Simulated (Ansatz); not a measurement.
**CH2Al (quartet): B2PLYP, RPA-PBE over vertical spin and charge gaps, cc-pVDZ**

How well do these functionals follow the top wave-function level for CH2Al (quartet) over vertical spin and charge gaps?

Computed with Ansatz 0.2.0, Gaussian basis. Level: cc-pVDZ, all electrons in the functionals, frozen cores in the correlation of double hybrids and RPA.

Plan: B2PLYP, RPA-PBE, at charge 0, quartet; charge 0, doublet; charge 0, sextet; charge 1, triplet; charge 1, quintet.

8 further runs of the same task are left out: 3 for a known fault of the program, 5 set aside as unsound or not needed.

## 1. The system

The geometry is a PBE0/def2-TZVP stationary point (not a proven minimum).

4 atoms, charge 0, spin multiplicity 4.

Atoms are counted from 1 here; the program's logs count them from 0.

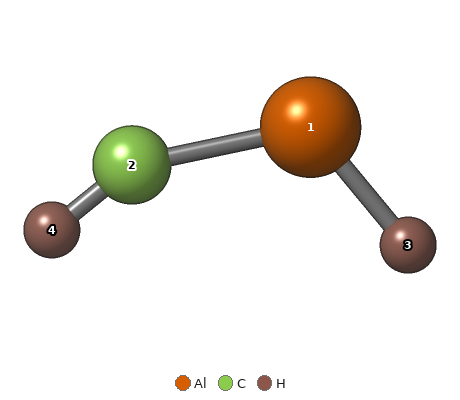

The geometry (aluminium orange, carbon green, hydrogen brown); atoms are numbered from 1 in the order of the file.

No dispersion term is added.

The geometry shown and the zero of energy belong to the point charge 0, quartet. The yardstick, RCCSDTQ, and other wave-function levels (R restricted, U unrestricted, valence and pair active spaces) come from earlier runs.

## 2. B2PLYP, charge 0, quartet

The input, in.yaml:

```yaml
crystal:
  periodic: [false, false, false]
  atoms:
    - {symbol: Al, position_ang: [0.000000, -0.074388, 0.613390]}
    - {symbol: C, position_ang: [0.000000, 0.010117, -1.308029]}
    - {symbol: H, position_ang: [0.000000, 1.321704, 1.420502]}
    - {symbol: H, position_ang: [0.000000, 0.549036, -2.253748]}
basis:
  gaussian: {orbitals: cc-pVDZ}
magnetization: {spin_polarized: true, initial_magnetization: 3}
hamiltonian: {xc: {name: B2PLYP}}
correlation: {electrons: outside_noble_gas}
```

Launch:

```
ansatz run in.yaml --threads 1 --pin off --events-out ev --progress --plain --max-ram 4096MiB --backend cpu
```

The log of the run:

```text
Functional definition: B2PLYP
  name "B2PLYP"
  cite "Grimme, J. Chem. Phys. 124, 034108 (2006) doi:10.1063/1.2148954"
  cite "Becke, Phys. Rev. A 38, 3098 (1988) doi:10.1103/PhysRevA.38.3098"
  cite "Lee, Yang & Parr, Phys. Rev. B 37, 785 (1988) doi:10.1103/PhysRevB.37.785"
  parameter a = 0.53
  parameter c = 0.27
  exchange = (1 - a)*b88_x + a*exact_x
  correlation = (1 - c)*lyp_c + c*(mp2_os + mp2_ss)
401 factors; integrals over basis functions are off by at most 1.0e-3 eV
mean field evaluation 1: about -7654.4593 eV, gradient 1.3e1 eV
mean field evaluation 2: about -7654.4876 eV, gradient 1.3e1 eV
mean field evaluation 4: about -7655.7213 eV, gradient 1.2e0 eV
mean field evaluation 8: about -7655.7488 eV, gradient 4.1e-2 eV
mean field evaluation 16: about -7655.7488 eV, gradient 4.9e-5 eV
mean field -7655.74880709 eV, -281.3435794076 hartree, gradient 1.1e-6 eV, S^2 3.762596; 0 other end points of the search recorded, 0 dependent functions left out
6 core orbitals not correlated: weight in the atoms' cores, before any rotation towards them, 1.000 or more for the frozen orbitals, at most 0.000 for the correlated occupied ones
reference -7655.74893536 eV, -281.3435841216 hartree; 6, 3 occupied and 30, 33 virtual orbitals, 401 factors
second order -4.46641668 eV of doubles, -0.00000000 eV of singles
Total energy: -7656.95486787 eV, -281.3879013236 hartree
```

It took 0.97 s on 1 thread of AMD EPYC 7R13, shared host.

From the report: ⟨S²⟩ of the determinant 3.763 (pure quartet: 3.75).

## 3. B2PLYP, charge 0, doublet

Edit in.yaml of step 2 so:

```diff
@@ -9,3 +9,3 @@
   gaussian: {orbitals: cc-pVDZ}
-magnetization: {spin_polarized: true, initial_magnetization: 3}
+magnetization: {spin_polarized: true, initial_magnetization: 1}
 hamiltonian: {xc: {name: B2PLYP}}
```

The command is unchanged.

The log of the run:

```text
Functional definition: B2PLYP
  name "B2PLYP"
  cite "Grimme, J. Chem. Phys. 124, 034108 (2006) doi:10.1063/1.2148954"
  cite "Becke, Phys. Rev. A 38, 3098 (1988) doi:10.1103/PhysRevA.38.3098"
  cite "Lee, Yang & Parr, Phys. Rev. B 37, 785 (1988) doi:10.1103/PhysRevB.37.785"
  parameter a = 0.53
  parameter c = 0.27
  exchange = (1 - a)*b88_x + a*exact_x
  correlation = (1 - c)*lyp_c + c*(mp2_os + mp2_ss)
401 factors; integrals over basis functions are off by at most 1.0e-3 eV
mean field evaluation 1: about -7648.4100 eV, gradient 2.8e1 eV
mean field evaluation 2: about -7648.4352 eV, gradient 2.8e1 eV
mean field evaluation 4: about -7653.2884 eV, gradient 8.8e0 eV
mean field evaluation 8: about -7654.2206 eV, gradient 4.4e-1 eV
mean field evaluation 16: about -7654.2550 eV, gradient 3.7e-2 eV
mean field evaluation 32: about -7653.0173 eV, gradient 1.8e1 eV
mean field evaluation 64: about -7654.3374 eV, gradient 9.5e-6 eV
mean field evaluation 96: about -7655.3350 eV, gradient 2.2e-1 eV
mean field evaluation 128: about -7649.0175 eV, gradient 7.5e0 eV
mean field evaluation 160: about -7652.7558 eV, gradient 5.4e0 eV
mean field -7655.72848801 eV, -281.3428326953 hartree, gradient 9.4e-7 eV, S^2 1.694703; 12 other end points of the search recorded, 0 dependent functions left out
6 core orbitals not correlated: weight in the atoms' cores, before any rotation towards them, 1.000 or more for the frozen orbitals, at most 0.000 for the correlated occupied ones
reference -7655.72861622 eV, -281.3428374069 hartree; 5, 4 occupied and 31, 32 virtual orbitals, 401 factors
second order -4.56907708 eV of doubles, -0.00000000 eV of singles
Total energy: -7656.96226703 eV, -281.3881732381 hartree
```

Wall time 7 s (1 thread of AMD EPYC 7R13, shared host).

From the report: ⟨S²⟩ of the determinant 1.695 (pure doublet: 0.75). The determinant is far from a pure spin state, so its energy mixes those of several spin states (harmless only where they are near-degenerate, as at dissociation).

From charge 0, quartet: -0.7 kJ/mol.

## 4. B2PLYP, charge 0, sextet

Edit in.yaml of step 3 so:

```diff
@@ -9,3 +9,3 @@
   gaussian: {orbitals: cc-pVDZ}
-magnetization: {spin_polarized: true, initial_magnetization: 1}
+magnetization: {spin_polarized: true, initial_magnetization: 5}
 hamiltonian: {xc: {name: B2PLYP}}
```

Launched as before.

The log of the run:

```text
Functional definition: B2PLYP
  name "B2PLYP"
  cite "Grimme, J. Chem. Phys. 124, 034108 (2006) doi:10.1063/1.2148954"
  cite "Becke, Phys. Rev. A 38, 3098 (1988) doi:10.1103/PhysRevA.38.3098"
  cite "Lee, Yang & Parr, Phys. Rev. B 37, 785 (1988) doi:10.1103/PhysRevB.37.785"
  parameter a = 0.53
  parameter c = 0.27
  exchange = (1 - a)*b88_x + a*exact_x
  correlation = (1 - c)*lyp_c + c*(mp2_os + mp2_ss)
401 factors; integrals over basis functions are off by at most 1.0e-3 eV
mean field evaluation 1: about -7649.1733 eV, gradient 9.8e0 eV
mean field evaluation 2: about -7649.2201 eV, gradient 9.7e0 eV
mean field evaluation 4: about -7650.0230 eV, gradient 2.1e0 eV
mean field evaluation 8: about -7650.1100 eV, gradient 2.2e-1 eV
mean field evaluation 16: about -7650.1130 eV, gradient 1.4e-4 eV
mean field -7650.11299174 eV, -281.1364670135 hartree, gradient 8.1e-6 eV, S^2 8.765210; 0 other end points of the search recorded, 0 dependent functions left out
6 core orbitals not correlated: weight in the atoms' cores, before any rotation towards them, 1.000 or more for the frozen orbitals, at most 0.000 for the correlated occupied ones
reference -7650.11312537 eV, -281.1364719244 hartree; 7, 2 occupied and 29, 34 virtual orbitals, 401 factors
second order -4.00924132 eV of doubles, -0.00000000 eV of singles
Total energy: -7651.19562053 eV, -281.1762528877 hartree
```

It took 1.1 s on 1 thread of AMD EPYC 7R13, shared host.

From the report: ⟨S²⟩ of the determinant 8.765 (pure sextet: 8.75).

From charge 0, quartet: +555.7 kJ/mol.

## 5. B2PLYP, charge 1, triplet

Edit in.yaml of step 4 so:

```diff
@@ -9,3 +9,4 @@
   gaussian: {orbitals: cc-pVDZ}
-magnetization: {spin_polarized: true, initial_magnetization: 5}
+total_charge: 1
+magnetization: {spin_polarized: true, initial_magnetization: 2}
 hamiltonian: {xc: {name: B2PLYP}}
```

Launched as before.

The log of the run:

```text
Functional definition: B2PLYP
  name "B2PLYP"
  cite "Grimme, J. Chem. Phys. 124, 034108 (2006) doi:10.1063/1.2148954"
  cite "Becke, Phys. Rev. A 38, 3098 (1988) doi:10.1103/PhysRevA.38.3098"
  cite "Lee, Yang & Parr, Phys. Rev. B 37, 785 (1988) doi:10.1103/PhysRevB.37.785"
  parameter a = 0.53
  parameter c = 0.27
  exchange = (1 - a)*b88_x + a*exact_x
  correlation = (1 - c)*lyp_c + c*(mp2_os + mp2_ss)
401 factors; integrals over basis functions are off by at most 1.0e-3 eV
mean field evaluation 1: about -7642.5182 eV, gradient 2.8e1 eV
mean field evaluation 2: about -7642.5681 eV, gradient 2.8e1 eV
mean field evaluation 4: about -7647.7469 eV, gradient 4.9e0 eV
mean field evaluation 8: about -7648.0151 eV, gradient 2.5e-1 eV
mean field evaluation 16: about -7648.0191 eV, gradient 3.6e-3 eV
mean field evaluation 32: about -7646.1228 eV, gradient 1.2e-1 eV
mean field -7648.01912355 eV, -281.0595187768 hartree, gradient 5.1e-6 eV, S^2 2.027711; 2 other end points of the search recorded, 0 dependent functions left out
6 core orbitals not correlated: weight in the atoms' cores, before any rotation towards them, 1.000 or more for the frozen orbitals, at most 0.000 for the correlated occupied ones
reference -7648.01925501 eV, -281.0595236081 hartree; 5, 3 occupied and 31, 33 virtual orbitals, 401 factors
second order -4.53138174 eV of doubles, -0.00000000 eV of singles
Total energy: -7649.24272808 eV, -281.1044854141 hartree
```

It took 1.6 s on 1 thread of AMD EPYC 7R13, shared host.

From the report: ⟨S²⟩ of the determinant 2.028 (pure triplet: 2.00).

From charge 0, quartet: +744.1 kJ/mol.

## 6. B2PLYP, charge 1, quintet

Edit in.yaml of step 5 so:

```diff
@@ -10,3 +10,3 @@
 total_charge: 1
-magnetization: {spin_polarized: true, initial_magnetization: 2}
+magnetization: {spin_polarized: true, initial_magnetization: 4}
 hamiltonian: {xc: {name: B2PLYP}}
```

Launched as before.

The log of the run:

```text
Functional definition: B2PLYP
  name "B2PLYP"
  cite "Grimme, J. Chem. Phys. 124, 034108 (2006) doi:10.1063/1.2148954"
  cite "Becke, Phys. Rev. A 38, 3098 (1988) doi:10.1103/PhysRevA.38.3098"
  cite "Lee, Yang & Parr, Phys. Rev. B 37, 785 (1988) doi:10.1103/PhysRevB.37.785"
  parameter a = 0.53
  parameter c = 0.27
  exchange = (1 - a)*b88_x + a*exact_x
  correlation = (1 - c)*lyp_c + c*(mp2_os + mp2_ss)
401 factors; integrals over basis functions are off by at most 1.0e-3 eV
mean field evaluation 1: about -7639.5981 eV, gradient 2.6e1 eV
mean field evaluation 2: about -7639.6585 eV, gradient 2.6e1 eV
mean field evaluation 4: about -7644.5995 eV, gradient 2.9e0 eV
mean field evaluation 8: about -7644.7451 eV, gradient 7.8e-2 eV
mean field evaluation 16: about -7644.7455 eV, gradient 4.1e-4 eV
mean field -7644.74546470 eV, -280.9392140333 hartree, gradient 6.7e-6 eV, S^2 6.021948; 0 other end points of the search recorded, 0 dependent functions left out
6 core orbitals not correlated: weight in the atoms' cores, before any rotation towards them, 1.000 or more for the frozen orbitals, at most 0.000 for the correlated occupied ones
reference -7644.74558794 eV, -280.9392185623 hartree; 6, 2 occupied and 30, 34 virtual orbitals, 401 factors
second order -3.86272337 eV of doubles, -0.00000000 eV of singles
Total energy: -7645.78852325 eV, -280.9775457279 hartree
```

It took 1 s on 1 thread of AMD EPYC 7R13, shared host.

From the report: ⟨S²⟩ of the determinant 6.022 (pure quintet: 6.00).

From charge 0, quartet: +1077.4 kJ/mol.

## 7. RPA-PBE, charge 0, quartet

Edit in.yaml of step 6 so:

```diff
@@ -9,5 +9,4 @@
   gaussian: {orbitals: cc-pVDZ}
-total_charge: 1
-magnetization: {spin_polarized: true, initial_magnetization: 4}
-hamiltonian: {xc: {name: B2PLYP}}
-correlation: {electrons: outside_noble_gas}
+magnetization: {spin_polarized: true, initial_magnetization: 3}
+hamiltonian: {xc: {name: PBE}}
+correlation: {method: rpa, electrons: outside_noble_gas}
```

Launched as before.

The log of the run:

```text
Functional definition: PBE
  name "PBE"
  cite "Perdew, Burke & Ernzerhof, Phys. Rev. Lett. 77, 3865 (1996) doi:10.1103/PhysRevLett.77.3865"
  parent pbe
  parameter kappa = 0.804
  parameter beta = 0.06672455060314922
  exchange = pbe_x(kappa = kappa, mu = beta*pi^2/3)
  correlation = pbe_c(beta = beta)
401 factors; integrals over basis functions are off by at most 1.0e-3 eV
mean field evaluation 1: about -7653.0563 eV, gradient 2.1e1 eV
mean field evaluation 2: about -7653.0527 eV, gradient 2.1e1 eV
mean field evaluation 4: about -7655.7721 eV, gradient 5.5e0 eV
mean field evaluation 8: about -7656.0995 eV, gradient 7.6e-2 eV
mean field evaluation 16: about -7656.0995 eV, gradient 5.7e-6 eV
mean field -7656.09953624 eV, -281.3564684663 hartree, gradient 5.7e-6 eV, S^2 3.755726; 0 other end points of the search recorded, 0 dependent functions left out
6 core orbitals not correlated: weight in the atoms' cores, before any rotation towards them, 1.000 or more for the frozen orbitals, at most 0.000 for the correlated occupied ones
reference -7641.30829395 eV, -280.8129003380 hartree; 6, 3 occupied and 30, 33 virtual orbitals, 401 factors
Total energy: -7649.02232030 eV, -281.0963855776 hartree
```

It took 0.78 s on 1 thread of AMD EPYC 7R13, shared host.

From the report: ⟨S²⟩ of the determinant 3.756 (pure quartet: 3.75).

## 8. RPA-PBE, charge 0, doublet

Edit in.yaml of step 7 so:

```diff
@@ -9,3 +9,3 @@
   gaussian: {orbitals: cc-pVDZ}
-magnetization: {spin_polarized: true, initial_magnetization: 3}
+magnetization: {spin_polarized: true, initial_magnetization: 1}
 hamiltonian: {xc: {name: PBE}}
```

Same command.

The log of the run:

```text
Functional definition: PBE
  name "PBE"
  cite "Perdew, Burke & Ernzerhof, Phys. Rev. Lett. 77, 3865 (1996) doi:10.1103/PhysRevLett.77.3865"
  parent pbe
  parameter kappa = 0.804
  parameter beta = 0.06672455060314922
  exchange = pbe_x(kappa = kappa, mu = beta*pi^2/3)
  correlation = pbe_c(beta = beta)
401 factors; integrals over basis functions are off by at most 1.0e-3 eV
mean field evaluation 1: about -7643.6620 eV, gradient 4.0e1 eV
mean field evaluation 2: about -7643.6584 eV, gradient 4.0e1 eV
mean field evaluation 4: about -7653.5955 eV, gradient 1.1e1 eV
mean field evaluation 8: about -7656.0837 eV, gradient 2.8e0 eV
mean field evaluation 16: about -7656.1760 eV, gradient 1.4e-3 eV
mean field evaluation 32: about -7656.1755 eV, gradient 2.2e-1 eV
mean field evaluation 64: about -7655.5338 eV, gradient 9.3e-2 eV
mean field evaluation 96: about -7655.6142 eV, gradient 5.1e-1 eV
mean field evaluation 128: about -7655.9287 eV, gradient 2.8e0 eV
mean field evaluation 160: about -7655.8939 eV, gradient 1.5e-1 eV
mean field evaluation 192: about -7633.0504 eV, gradient 1.8e1 eV
mean field -7656.17597581 eV, -281.3592775684 hartree, gradient 1.2e-6 eV, S^2 1.559399; 13 other end points of the search recorded, 0 dependent functions left out
6 core orbitals not correlated: weight in the atoms' cores, before any rotation towards them, 1.000 or more for the frozen orbitals, at most 0.000 for the correlated occupied ones
reference -7640.94415206 eV, -280.7995183703 hartree; 5, 4 occupied and 31, 32 virtual orbitals, 401 factors
Total energy: -7649.01887430 eV, -281.0962589394 hartree
```

Run time: 7 s. Hardware: 1 thread of AMD EPYC 7R13, shared host.

From the report: ⟨S²⟩ of the determinant 1.559 (pure doublet: 0.75). The determinant is far from a pure spin state, so its energy mixes those of several spin states (harmless only where they are near-degenerate, as at dissociation).

From charge 0, quartet: +0.3 kJ/mol.

## 9. RPA-PBE, charge 0, sextet

Edit in.yaml of step 8 so:

```diff
@@ -9,3 +9,3 @@
   gaussian: {orbitals: cc-pVDZ}
-magnetization: {spin_polarized: true, initial_magnetization: 1}
+magnetization: {spin_polarized: true, initial_magnetization: 5}
 hamiltonian: {xc: {name: PBE}}
```

Same command.

The log of the run:

```text
Functional definition: PBE
  name "PBE"
  cite "Perdew, Burke & Ernzerhof, Phys. Rev. Lett. 77, 3865 (1996) doi:10.1103/PhysRevLett.77.3865"
  parent pbe
  parameter kappa = 0.804
  parameter beta = 0.06672455060314922
  exchange = pbe_x(kappa = kappa, mu = beta*pi^2/3)
  correlation = pbe_c(beta = beta)
401 factors; integrals over basis functions are off by at most 1.0e-3 eV
mean field evaluation 1: about -7647.8708 eV, gradient 2.0e1 eV
mean field evaluation 2: about -7647.8682 eV, gradient 2.0e1 eV
mean field evaluation 4: about -7650.0929 eV, gradient 6.1e0 eV
mean field evaluation 8: about -7650.6383 eV, gradient 2.4e-1 eV
mean field evaluation 16: about -7650.6388 eV, gradient 1.5e-5 eV
mean field evaluation 32: about -7649.2658 eV, gradient 2.1e0 eV
mean field -7650.63878649 eV, -281.1557896144 hartree, gradient 3.4e-6 eV, S^2 8.756488; 1 other end points of the search recorded, 0 dependent functions left out
6 core orbitals not correlated: weight in the atoms' cores, before any rotation towards them, 1.000 or more for the frozen orbitals, at most 0.000 for the correlated occupied ones
reference -7636.12394943 eV, -280.6223791907 hartree; 7, 2 occupied and 29, 34 virtual orbitals, 401 factors
Total energy: -7643.42443597 eV, -280.8906671228 hartree
```

Run time: 1.1 s. Hardware: 1 thread of AMD EPYC 7R13, shared host.

From the report: ⟨S²⟩ of the determinant 8.756 (pure sextet: 8.75).

From charge 0, quartet: +540.1 kJ/mol.

## 10. RPA-PBE, charge 1, triplet

Edit in.yaml of step 9 so:

```diff
@@ -9,3 +9,4 @@
   gaussian: {orbitals: cc-pVDZ}
-magnetization: {spin_polarized: true, initial_magnetization: 5}
+total_charge: 1
+magnetization: {spin_polarized: true, initial_magnetization: 2}
 hamiltonian: {xc: {name: PBE}}
```

The command is unchanged.

The log of the run:

```text
Functional definition: PBE
  name "PBE"
  cite "Perdew, Burke & Ernzerhof, Phys. Rev. Lett. 77, 3865 (1996) doi:10.1103/PhysRevLett.77.3865"
  parent pbe
  parameter kappa = 0.804
  parameter beta = 0.06672455060314922
  exchange = pbe_x(kappa = kappa, mu = beta*pi^2/3)
  correlation = pbe_c(beta = beta)
401 factors; integrals over basis functions are off by at most 1.0e-3 eV
mean field evaluation 1: about -7626.8260 eV, gradient 5.4e1 eV
mean field evaluation 2: about -7626.8215 eV, gradient 5.4e1 eV
mean field evaluation 4: about -7640.9658 eV, gradient 2.5e1 eV
mean field evaluation 8: about -7648.3933 eV, gradient 9.4e-1 eV
mean field evaluation 16: about -7648.4018 eV, gradient 3.3e-4 eV
mean field evaluation 32: about -7648.4018 eV, gradient 6.1e-3 eV
mean field evaluation 64: about -7646.6513 eV, gradient 4.0e0 eV
mean field evaluation 96: about -7645.0102 eV, gradient 1.6e1 eV
mean field -7648.40176653 eV, -281.0735806470 hartree, gradient 1.1e-6 eV, S^2 2.016793; 6 other end points of the search recorded, 0 dependent functions left out
6 core orbitals not correlated: weight in the atoms' cores, before any rotation towards them, 1.000 or more for the frozen orbitals, at most 0.000 for the correlated occupied ones
reference -7633.53182529 eV, -280.5271203855 hartree; 5, 3 occupied and 31, 33 virtual orbitals, 401 factors
Total energy: -7641.23550420 eV, -280.8102253640 hartree
```

Run time: 2.9 s. Hardware: 1 thread of AMD EPYC 7R13, shared host.

From the report: ⟨S²⟩ of the determinant 2.017 (pure triplet: 2.00).

From charge 0, quartet: +751.3 kJ/mol.

## 11. RPA-PBE, charge 1, quintet

Edit in.yaml of step 10 so:

```diff
@@ -10,3 +10,3 @@
 total_charge: 1
-magnetization: {spin_polarized: true, initial_magnetization: 2}
+magnetization: {spin_polarized: true, initial_magnetization: 4}
 hamiltonian: {xc: {name: PBE}}
```

The command is unchanged.

The log of the run:

```text
Functional definition: PBE
  name "PBE"
  cite "Perdew, Burke & Ernzerhof, Phys. Rev. Lett. 77, 3865 (1996) doi:10.1103/PhysRevLett.77.3865"
  parent pbe
  parameter kappa = 0.804
  parameter beta = 0.06672455060314922
  exchange = pbe_x(kappa = kappa, mu = beta*pi^2/3)
  correlation = pbe_c(beta = beta)
401 factors; integrals over basis functions are off by at most 1.0e-3 eV
mean field evaluation 1: about -7635.0335 eV, gradient 3.6e1 eV
mean field evaluation 2: about -7635.0296 eV, gradient 3.6e1 eV
mean field evaluation 4: about -7643.9558 eV, gradient 8.0e0 eV
mean field evaluation 8: about -7645.0470 eV, gradient 2.1e-1 eV
mean field evaluation 16: about -7645.0472 eV, gradient 1.5e-5 eV
mean field evaluation 32: about -7634.3676 eV, gradient 1.5e1 eV
mean field -7645.04716917 eV, -280.9503014680 hartree, gradient 4.8e-6 eV, S^2 6.007540; 2 other end points of the search recorded, 0 dependent functions left out
6 core orbitals not correlated: weight in the atoms' cores, before any rotation towards them, 1.000 or more for the frozen orbitals, at most 0.000 for the correlated occupied ones
reference -7630.75581564 eV, -280.4251039125 hartree; 6, 2 occupied and 30, 34 virtual orbitals, 401 factors
Total energy: -7637.86357131 eV, -280.6863091157 hartree
```

Run time: 1.1 s. Hardware: 1 thread of AMD EPYC 7R13, shared host.

From the report: ⟨S²⟩ of the determinant 6.008 (pure quintet: 6.00).

From charge 0, quartet: +1076.7 kJ/mol.

## 12. Against the wave-function levels

The yardstick is RCCSDTQ, where the cluster series has nearly closed. It comes from earlier runs at the same points. Energies in kJ/mol, counted from charge 0, quartet; blanks weren't run or aren't comparable.

| level | quartet to doublet | quartet to sextet | ionisation to the triplet cation | ionisation to the quintet cation |
| --- | --- | --- | --- | --- |
| RCCSDTQ |  | 535.3 | 738.4 | 1067.9 |
| B2PLYP | -0.7 | 555.7 | 744.1 | 1077.4 |
| RPA-PBE | 0.3 | 540.1 | 751.3 | 1076.7 |

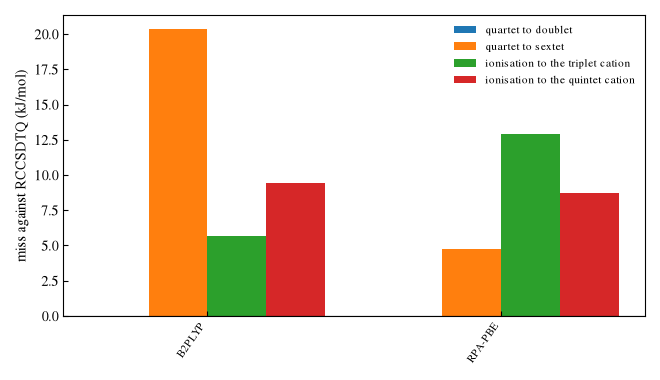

Misses of the gaps against RCCSDTQ.

Largest miss and mean time a point (RCCSDTQ took 2.4 min a point; shared hosts):

| level | largest miss (kJ/mol) | where | time a point |
| --- | --- | --- | --- |
| B2PLYP | +20.3 | quartet to sextet | 2.3 s |
| RPA-PBE | +12.9 | ionisation to the triplet cation | 2.6 s |

## 13. Results

```
                                 quantity                                            value
               quartet to sextet, RCCSDTQ                                     535.3 kJ/mol
ionisation to the triplet cation, RCCSDTQ                                     738.4 kJ/mol
ionisation to the quintet cation, RCCSDTQ                                    1067.9 kJ/mol
                     largest miss, B2PLYP                 +20.3 kJ/mol (quartet to sextet)
                    largest miss, RPA-PBE  +12.9 kJ/mol (ionisation to the triplet cation)
```

Misses are known at 3 of 4 points at best, and only functionals with that many are ranked. Of the functionals, RPA-PBE keep the smallest largest miss at the points compared (at most 12.9 kJ/mol) and B2PLYP strays most (20.3 kJ/mol, at quartet to sextet). B2PLYP, RPA-PBE clearly break the spin symmetry at some points (⟨S²⟩ up to 0.94 above the pure value), so energy there is bought with a mixed spin. Functionals and the yardstick converge differently with the basis, so part of each miss in cc-pVDZ is the basis. The program flags that the yardstick's amplitudes may have other solutions at some points.
